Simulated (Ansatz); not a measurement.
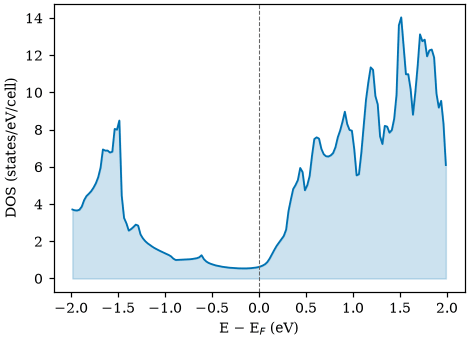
Fig. 1. Density of states of TiO (P-62m) near the Fermi level, Ansatz (a quantum-chemistry and plane-wave program) with PBEsol, rigid bands.

Question: With 6 atoms a cell, what bare Sommerfeld coefficient γ = (π²/3) k_B² N(E_F) follows?

Answer: N(E_F) ≈ 0.65 states/eV a cell at 300 K, so γ ≈ 0.26 mJ/(mol of atoms·K²), before many-body enhancement (phonons, spin fluctuations, correlation).

Question: How far does the Fermi level move in a rigid band for 0.1 electron a cell added or removed?

Answer: 118 meV and -174 meV.

A metal at this level (no band gap); rigid bands, thermally averaged at 300 K, both spins. Spin-orbit coupling is left out. Geometry: cell and atoms relaxed with PBEsol.

Computed structure with no diffraction record at hand here (it may be known, metastable or hypothetical): TiO (P-62m).
